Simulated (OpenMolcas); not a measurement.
# Multiconfigurational calculation, with input and output: Pr³⁺ complex

- system: Pr³⁺ with 7 ligands (F; pentagonal bipyramid, 2.37 Å), neutralised by 7 outer point charges of +0.57 e, whose field is part of the energies.
- method: state-averaged CASSCF, active space 2 electrons in the shell 4f, basis ANO-RCC-VDZP on the metal and ANO-RCC-VDZP on the ligands, DKH2 scalar Hamiltonian, spin-orbit coupling by RASSI with atomic mean-field integrals (OpenMolcas)

### Summary

- outcome: converged
- energy of the lowest spin-free term: −9928.06944 hartree
- energy of the lowest spin-orbit level: −9928.08125 hartree
- largest spread among components of a term: 0.0 cm⁻¹
- hardware: 1 thread of Arm Neoverse V2, 24 GiB of memory available, shared host
- wall time: 59 s
- peak memory: 0.6 GiB

### Remarks

Without dynamic correlation the splittings between terms come out too large, often by 20 to 50 %. Caveats: distances are set from ionic radii, not optimised.

### Input
```
&GATEWAY
Coord
8

Pr 0.0 0.0 0.0
F 2.370000 0.000000 0.000000
F 0.732370 2.254004 0.000000
F -1.917370 1.393051 0.000000
F -1.917370 -1.393051 0.000000
F 0.732370 -2.254004 0.000000
F 0.000000 0.000000 2.512200
F 0.000000 0.000000 -2.512200
Basis=Pr.ANO-RCC-VDZP,F.ANO-RCC-VDZP
Group=NoSym
NoMove
AngMom=0.0 0.0 0.0
AMFI
RICD
XField
7 Angstrom 0
5.570000 0.000000 0.000000 0.571429
1.721224 5.297385 0.000000 0.571429
-4.506224 3.273964 0.000000 0.571429
-4.506224 -3.273964 0.000000 0.571429
1.721224 -5.297385 0.000000 0.571429
0.000000 0.000000 5.712200 0.571429
0.000000 0.000000 -5.712200 0.571429
&SEWARD
&RASSCF
FileOrb=start.orb
Symmetry=1
Spin=3
nActEl=2 0 0
Inactive=62
Ras2=7
CIRoot=21 21 1
SDav=21
CIMx=300
Iter=150 100
PrWF=0.3
OrbListing=Nothing
MaxOrb=1
LevShft=1.0
>>> COPY $Project.JobIph JOB001
&RASSCF
FileOrb=start.orb
Symmetry=1
Spin=1
nActEl=2 0 0
Inactive=62
Ras2=7
CIRoot=28 28 1
SDav=28
CIMx=300
Iter=150 100
PrWF=0.3
OrbListing=Nothing
MaxOrb=0
CIOnly
LevShft=1.0
>>> COPY $Project.JobIph JOB002
&RASSI
NrOfJobIphs=2 21 27
1 2 3 4 5 6 7 8 9 10 11 12 13 14 15 16 17 18 19 20 21
1 2 3 4 5 6 7 8 9 10 11 12 13 14 15 16 17 18 19 20 21 22 23 24 25 26 27
IphNames
JOB001
JOB002
EJob
SpinOrbit
DIPRint=1.0
SOCoupling=1000.0
Subsets=2
Property=9
'ANGMOM' 1 'ANGMOM' 2 'ANGMOM' 3 'MLTPL  1' 1 'MLTPL  1' 2 'MLTPL  1' 3
'AMFI' 1 'AMFI' 2 'AMFI' 3
SOProperty=3
'ANGMOM' 1 'ANGMOM' 2 'ANGMOM' 3
```

The file start.orb holds starting orbitals from an earlier step. A driver script formed the levels outside the program, from RASSI's spin-orbit matrix and the active-space energies, averaged over the components of each term or state.

Command:
```bash
OMP_NUM_THREADS=1 MOLCAS_MEM=2457 MOLCAS_PROJECT=a pymolcas a.inp > a.log  # once for each step of the input, in one work folder
```

### Log (extracts)
```
--- SEWARD ---
Basis set label: PR.ANO-RCC...7S6P4D2F1G.

      Electronic valence basis set:
      ------------------
      Associated Effective Charge  59.000000 au
      Associated Actual Charge     59.000000 au
      Nuclear Model: Point charge

      Shell  nPrim  nBasis  Cartesian Spherical Contaminant
         s      25       7        X
         p      22       6        X
         d      15       4                 X
         f      11       2                 X
         g       4       1                 X
                  Relativistic Douglas-Kroll-Hess integrals:
                    - DKH order of Hamiltonian: 2
                    - DKH order of Properties : 0
                  Atomic mean-field integrals
--- RASSCF ---
Wave function specifications:
      -----------------------------

      Number of closed shell electrons         124
      Number of electrons in active shells       2
      Max number of holes in RAS1 space          0
      Max nr of electrons in RAS3 space          0
      Number of inactive orbitals               62
      Number of active orbitals                  7
      Number of secondary orbitals              97
      Spin quantum number                      1.0
      State symmetry                             1
Orbital specifications:
      -----------------------

      Symmetry species                           1
                                                 a
      Frozen orbitals                            0
      Inactive orbitals                         62
      Active orbitals                            7
      RAS1 orbitals                              0
      RAS2 orbitals                              7
      RAS3 orbitals                              0
      Secondary orbitals                        97
      Deleted orbitals                           0
      Number of basis functions                166
      Number of CSFs                            21
      Number of root(s) required                21
      Iter CI   SX   CI       RASSCF       Energy    max ROT     max BLB   max BLB  Level Ln srch  Step   QN
          iter iter root      energy       change     param      element    value   shift minimum  type update
 Nr of preliminary CI iterations:   1
      Total energies have been shifted. Add                -9000.00 au
        1   1    9    0  -927.07107185    0.00E+00  -5.64E-02   60 159 1 -3.47E-01*  0.93   0.00    SX    NO
        2   1    9    0  -927.94777961   -8.77E-01* -1.86E-02   57  72 1  7.25E-02*  1.05   0.00    SX    NO
        3   1    9    0  -928.01908583   -7.13E-02*  9.90E-03   59 158 1  4.17E-02*  1.07   0.00    SX    NO
        4   1    8    0  -928.03256947   -1.35E-02*  6.17E-03   30  74 1  2.42E-02*  1.08   0.00    SX    NO
        5   1    8    0  -928.03721597   -4.65E-03*  8.56E-03   30  74 1  1.52E-02*  1.08   2.50    LS   YES
        6   1    8    0  -928.03988268   -2.67E-03* -1.96E-03   59 158 1 -5.71E-03*  1.09   1.10    QN   YES
        7   1    7    0  -928.04018809   -3.05E-04* -1.73E-03   59 158 1 -3.63E-03*  1.09   1.90    LS   YES
        8   1    8    0  -928.04027537   -8.73E-05* -6.01E-04   54 149 1 -1.81E-03*  1.09   1.01    QN   YES
        9   1    7    0  -928.04031780   -4.24E-05* -3.29E-04   30  91 1 -8.50E-04*  1.09   1.55    LS   YES
       10   1    7    0  -928.04032373   -5.93E-06* -3.07E-04   49 140 1  1.16E-03*  1.09   0.99    QN   YES
       11   1    7    0  -928.04033208   -8.35E-06* -3.54E-04   49 140 1  5.80E-04*  1.09   2.16    LS   YES
       12   1    6    0  -928.04033546   -3.37E-06*  5.93E-05   18 103 1  4.52E-04*  1.09   1.01    QN   YES
       13   1    6    0  -928.04033620   -7.41E-07*  4.48E-05   26  93 1  1.23E-04*  1.09   1.76    LS   YES
       14   1    6    0  -928.04033636   -1.66E-07* -4.41E-05   18 103 1 -2.21E-04*  1.09   1.01    QN   YES
       15   1    5    0  -928.04033644   -7.31E-08* -1.79E-05   18 103 1 -4.08E-05   1.09   1.30    QN   YES
       16   1    5    0  -928.04033645   -1.41E-08*  1.14E-05   16 101 1  1.28E-05   1.09   1.24    QN   YES
       17   1    4    0  -928.04033645   -1.80E-09   7.65E-06   18 103 1  9.86E-06   1.09   2.50    QN   YES
      Convergence after 17 iterations
       18   1    4    0  -928.04033645   -5.06E-10   7.65E-06   25  92 1 -3.51E-06   1.09   2.50    QN   YES
      Natural orbitals and occupation numbers for root  1
      sym 1:   0.020858  -0.000000   0.390498   0.020858   0.588644   0.588644   0.390498
      Natural orbitals and occupation numbers for root  2
      sym 1:   0.021255   0.378481   0.600264   0.000000   0.378481   0.600264   0.021255
      Natural orbitals and occupation numbers for root  3
      sym 1:  -0.000000   0.378481   0.600264   0.021255   0.600264   0.021255   0.378481
::    RASSCF root number  1 Total energy:  -9928.06944190
::    RASSCF root number  2 Total energy:  -9928.06901247
::    RASSCF root number  3 Total energy:  -9928.06901246
::    RASSCF root number  4 Total energy:  -9928.06793526
::    RASSCF root number  5 Total energy:  -9928.06793526
::    RASSCF root number  6 Total energy:  -9928.06668313
::    RASSCF root number  7 Total energy:  -9928.06667167
::    RASSCF root number  8 Total energy:  -9928.06654623
::    RASSCF root number  9 Total energy:  -9928.06654623
::    RASSCF root number 10 Total energy:  -9928.06536430
::    RASSCF root number 11 Total energy:  -9928.06536430
::    RASSCF root number 12 Total energy:  -9928.04114444
::    RASSCF root number 13 Total energy:  -9928.04083121
::    RASSCF root number 14 Total energy:  -9928.04083121
::    RASSCF root number 15 Total energy:  -9928.04034283
::    RASSCF root number 16 Total energy:  -9928.04034283
::    RASSCF root number 17 Total energy:  -9928.03917674
::    RASSCF root number 18 Total energy:  -9928.03917674
::    RASSCF root number 19 Total energy:  -9927.94267142
::    RASSCF root number 20 Total energy:  -9927.94267142
::    RASSCF root number 21 Total energy:  -9927.93936346
--- RASSCF ---
Wave function specifications:
      -----------------------------

      Number of closed shell electrons         124
      Number of electrons in active shells       2
      Max number of holes in RAS1 space          0
      Max nr of electrons in RAS3 space          0
      Number of inactive orbitals               62
      Number of active orbitals                  7
      Number of secondary orbitals              97
      Spin quantum number                      0.0
      State symmetry                             1
Orbital specifications:
      -----------------------

      Symmetry species                           1
                                                 a
      Frozen orbitals                            0
      Inactive orbitals                         62
      Active orbitals                            7
      RAS1 orbitals                              0
      RAS2 orbitals                              7
      RAS3 orbitals                              0
      Secondary orbitals                        97
      Deleted orbitals                           0
      Number of basis functions                166
      Number of CSFs                            28
      Number of root(s) required                28
      Iter CI   SX   CI       RASSCF       Energy    max ROT     max BLB   max BLB  Level Ln srch  Step   QN
          iter iter root      energy       change     param      element    value   shift minimum  type update
 Nr of preliminary CI iterations:   1
        1   1    0    0 -9927.97702390    0.00E+00   0.00E+00   64  76 1 -4.57E-03*  0.00   0.00    SX    NO
      Natural orbitals and occupation numbers for root  1
      sym 1:   0.652249   0.652248   0.105386   0.014528   0.455674   0.014528   0.105386
      Natural orbitals and occupation numbers for root  2
      sym 1:   0.402324   0.529542   0.000000   0.068135   0.402324   0.068135   0.529542
      Natural orbitals and occupation numbers for root  3
      sym 1:   0.068135   0.402324   0.402324   0.529542   0.068135   0.529542  -0.000000
::    RASSCF root number  1 Total energy:  -9928.03813920
::    RASSCF root number  2 Total energy:  -9928.03753416
::    RASSCF root number  3 Total energy:  -9928.03753416
::    RASSCF root number  4 Total energy:  -9928.03659725
::    RASSCF root number  5 Total energy:  -9928.03659725
::    RASSCF root number  6 Total energy:  -9928.03630527
::    RASSCF root number  7 Total energy:  -9928.03630527
::    RASSCF root number  8 Total energy:  -9928.03559599
::    RASSCF root number  9 Total energy:  -9928.03559599
::    RASSCF root number 10 Total energy:  -9927.97338410
::    RASSCF root number 11 Total energy:  -9927.97338410
::    RASSCF root number 12 Total energy:  -9927.97261370
::    RASSCF root number 13 Total energy:  -9927.97261370
::    RASSCF root number 14 Total energy:  -9927.96976230
::    RASSCF root number 15 Total energy:  -9927.95390666
::    RASSCF root number 16 Total energy:  -9927.95390666
::    RASSCF root number 17 Total energy:  -9927.95355629
::    RASSCF root number 18 Total energy:  -9927.95355629
::    RASSCF root number 19 Total energy:  -9927.95348147
::    RASSCF root number 20 Total energy:  -9927.95348147
::    RASSCF root number 21 Total energy:  -9927.95305320
::    RASSCF root number 22 Total energy:  -9927.95305320
::    RASSCF root number 23 Total energy:  -9927.95280322
::    RASSCF root number 24 Total energy:  -9927.95168442
::    RASSCF root number 25 Total energy:  -9927.95163048
::    RASSCF root number 26 Total energy:  -9927.94680000
::    RASSCF root number 27 Total energy:  -9927.94680000
::    RASSCF root number 28 Total energy:  -9927.78699670
--- RASSI ---
SPIN-FREE ENERGIES:
  (Shifted by EMIN (a.u.) =      -9928.0694419034)

 SF State       Relative EMIN(au)   Rel lowest level(eV)    D:o, cm**(-1)

     1             0.0000000000        0.0000000000              0.0000
     2             0.0004294385        0.0116856161             94.2509
     3             0.0004294391        0.0116856332             94.2510
     4             0.0015066461        0.0409979291            330.6706
     5             0.0015066461        0.0409979291            330.6706
     6             0.0027587740        0.0750700662            605.4809
     7             0.0027702328        0.0753818752            607.9958
     8             0.0028956763        0.0787953656            635.5275
     9             0.0028956768        0.0787953808            635.5276
    10             0.0040776014        0.1109571870            894.9301
    11             0.0040776014        0.1109571870            894.9301
    12             0.0282974630        0.7700131958           6210.5753
    13             0.0286106888        0.7785365045           6279.3204
    14             0.0286106888        0.7785365045           6279.3204
    15             0.0290990700        0.7918260323           6386.5077
    16             0.0290990700        0.7918260323           6386.5077
    17             0.0302651614        0.8235569979           6642.4352
    18             0.0302651614        0.8235569979           6642.4352
    22             0.0313028211        0.8517931569           6870.1751
    23             0.0319078620        0.8682571579           7002.9663
    24             0.0319078620        0.8682571579           7002.9663
    25             0.0328447661        0.8937516164           7208.5929
    26             0.0328447661        0.8937516164           7208.5929
    27             0.0331367464        0.9016968064           7272.6752
    28             0.0331367464        0.9016968064           7272.6752
    29             0.0338460263        0.9209972952           7428.3442
    30             0.0338460271        0.9209973157           7428.3443
    31             0.0960579198        2.6138691579          21082.2765
    32             0.0960579203        2.6138691714          21082.2766
    33             0.0968283237        2.6348329150          21251.3606
    34             0.0968283237        2.6348329150          21251.3606
    35             0.0996797211        2.7124233910          21877.1700
    36             0.1155353616        3.1438773496          25357.0809
    37             0.1155353616        3.1438773496          25357.0809
    38             0.1158857255        3.1534112372          25433.9769
    39             0.1158857255        3.1534112372          25433.9769
    40             0.1159605544        3.1554474358          25450.3999
    41             0.1159605544        3.1554474358          25450.3999
    42             0.1163888237        3.1671012375          25544.3942
    43             0.1163888248        3.1671012655          25544.3944
Eigenvalues of complex Hamiltonian:
   -----------------------------------
  (Shifted by EMIN (a.u.) =      -9928.0694419034)

 SO State       Relative EMIN(au)   Rel lowest level(eV)    D:o, cm**(-1)

     1            -0.0118087956        0.0000000000              0.0000
     2            -0.0113030102        0.0137631223            111.0071
     3            -0.0113030096        0.0137631380            111.0072
     4            -0.0100131894        0.0488609339            394.0900
     5            -0.0100131893        0.0488609370            394.0900
     6            -0.0091388087        0.0726540439            585.9944
     7            -0.0091388087        0.0726540440            585.9944
     8            -0.0085377399        0.0890099598            717.9137
     9            -0.0085377395        0.0890099699            717.9138
    10            -0.0013867714        0.2835977257           2287.3699
    11            -0.0011030497        0.2913181873           2349.6396
    12            -0.0011030491        0.2913182028           2349.6398
    13            -0.0002749183        0.3138527910           2531.3935
    14            -0.0002749181        0.3138527962           2531.3935
    15             0.0008396228        0.3441809979           2776.0070
    16             0.0008396231        0.3441810057           2776.0070
    17             0.0011386262        0.3523172954           2841.6306
    18             0.0011485350        0.3525869278           2843.8054
    19             0.0016746202        0.3669024341           2959.2677
    20             0.0016746202        0.3669024342           2959.2677
    21             0.0091547136        0.5704461464           4600.9585
    22             0.0094244542        0.5777861630           4660.1597
    23             0.0094244548        0.5777861793           4660.1598
    24             0.0101505360        0.5975438554           4819.5162
    25             0.0101505361        0.5975438577           4819.5162
    26             0.0111555381        0.6248913556           5040.0887
    27             0.0111555386        0.6248913669           5040.0888
    28             0.0117529762        0.6411484725           5171.2112
    29             0.0117529762        0.6411484725           5171.2112
    30             0.0122083477        0.6535397622           5271.1537
    31             0.0122083477        0.6535397621           5271.1537
    32             0.0128837199        0.6719175769           5419.3807
    33             0.0128853652        0.6719623464           5419.7418
    34             0.0204066078        0.8766257864           7070.4638
    35             0.0205736924        0.8811723874           7107.1346
    36             0.0205736924        0.8811723884           7107.1346
    37             0.0210423508        0.8939252340           7209.9933
    38             0.0210423508        0.8939252326           7209.9932
    39             0.0263175007        1.0374693763           8367.7548
    40             0.0265009903        1.0424623826           8408.0261
    41             0.0265009903        1.0424623816           8408.0261
Weights of the five most important spin-orbit-free states for each spin-orbit state.

 SO State  Total energy (au)           Spin-free states, spin, and weights
 -------------------------------------------------------------------------------------------------------
    1        -0.011809       1 1.0  0.4531    2 1.0  0.2608    3 1.0  0.2608   22 0.0  0.0249   12 1.0  0.0003
    2        -0.011303       2 1.0  0.4425    1 1.0  0.2082    4 1.0  0.1621    5 1.0  0.1621   23 0.0  0.0245
    3        -0.011303       3 1.0  0.4425    1 1.0  0.2082    5 1.0  0.1621    4 1.0  0.1621   24 0.0  0.0245
    4        -0.010013       4 1.0  0.4058    8 1.0  0.2102    9 1.0  0.2102    3 1.0  0.0743    2 1.0  0.0743
    5        -0.010013       5 1.0  0.4058    8 1.0  0.2102    9 1.0  0.2102    3 1.0  0.0743    2 1.0  0.0743
    6        -0.009139       6 1.0  0.4116    7 1.0  0.4112   10 1.0  0.1301   26 0.0  0.0258    8 1.0  0.0084
    7        -0.009139       6 1.0  0.4116    7 1.0  0.4112   11 1.0  0.1301   25 0.0  0.0258    9 1.0  0.0084
    8        -0.008538       8 1.0  0.3189   10 1.0  0.2868   11 1.0  0.2868    5 1.0  0.0406    4 1.0  0.0406
    9        -0.008538       9 1.0  0.3189   11 1.0  0.2868   10 1.0  0.2868    5 1.0  0.0406    4 1.0  0.0406
   10        -0.001387       2 1.0  0.5000    3 1.0  0.5000   19 1.0  0.0000   20 1.0  0.0000   16 1.0  0.0000
   11        -0.001103       1 1.0  0.5003    4 1.0  0.2431    5 1.0  0.2431    3 1.0  0.0132   24 0.0  0.0002
   12        -0.001103       1 1.0  0.5003    5 1.0  0.2431    4 1.0  0.2431    2 1.0  0.0132   23 0.0  0.0002
```

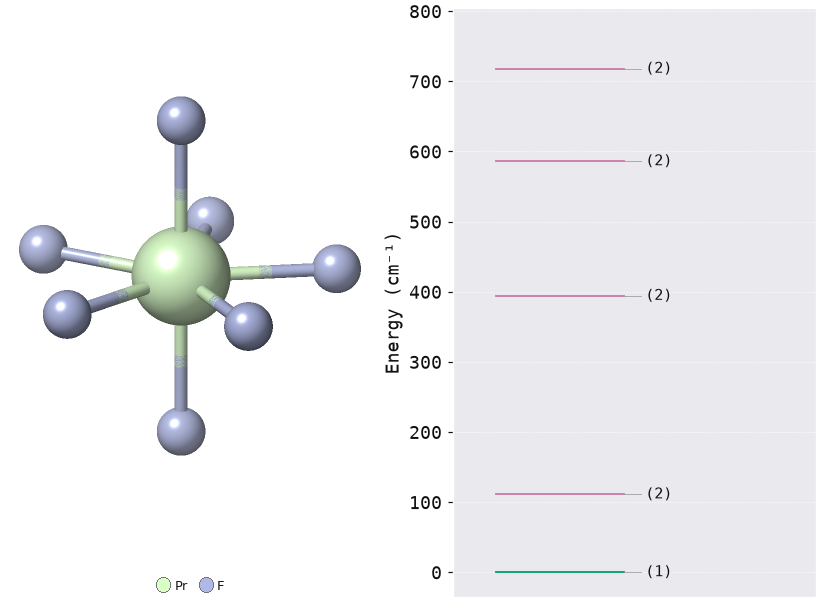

Fig. 1: Pr³⁺ (4f²) with 7 ligands, F⁻, at 2.37 Å (arrangement: pentagonal bipyramid, D5h), axial distortion 1.06, neutralised by outer point charges of +0.57 e, and its levels. Labels give the representation in O, Td, D4 or D3 as the site allows (double group for half-integer spin) where it could be assigned and, in brackets, the degeneracy; spin-free states, where drawn, share the zero of the spin-orbit levels. The ground level is non-degenerate, 98 % from states of spin multiplicity 3 (of the 28 states of multiplicity 1, 27 enter the spin-orbit step), effective J = 4.00, with |mJ| = 0 the largest share (100 %). The next level lies at 111 cm⁻¹. The lowest J multiplet spreads over 718 cm⁻¹. The active orbitals hold 99 to 100 % metal character (Löwdin), and the Mulliken charge of the metal is +2.42.
